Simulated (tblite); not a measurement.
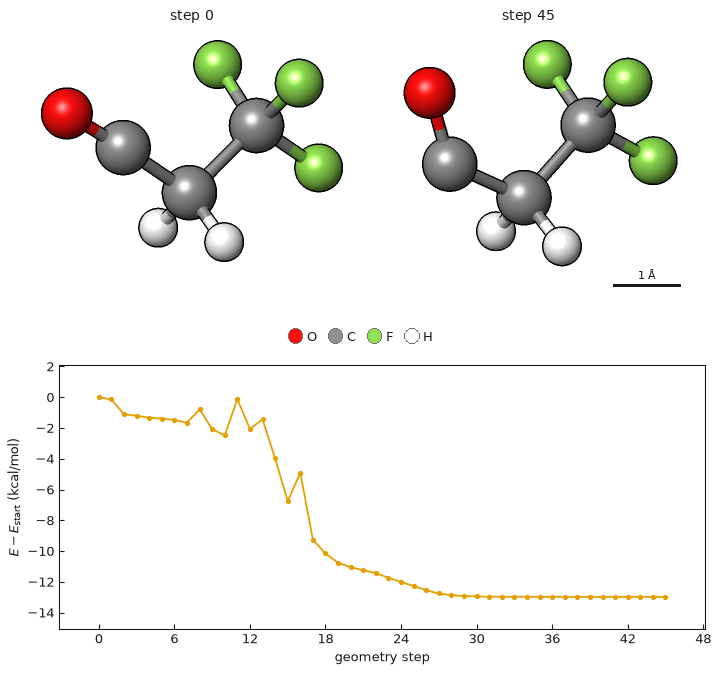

First and last geometry of a relaxation of C₃H₂F₃O (multiplicity 2), with the history of the run. The picture is a ball-and-stick view, seen from a free direction.

The calculation used GFN2-xTB geometry optimisation, gas phase (tblite). 

### Read the history and describe the run.

It converged. The O atom moves most after the best rigid fit: 0.55 Å. By element the largest moves are O 0.55 Å, C 0.29 Å, F 0.13 Å, H 0.07 Å. Near-neighbour distances that change, for instance: C–C 1.451 → 1.486 Å, C–C 1.519 → 1.534 Å, C–F 1.350 → 1.335 Å. Among the angles between lasting bonds that change: O–C–C 177.5° → 133.8°, C–C–C 109.8° → 114.3°, C–C–H 110.9° → 108.8°. The energy falls by 13.0 kcal/mol in 45 geometry steps.
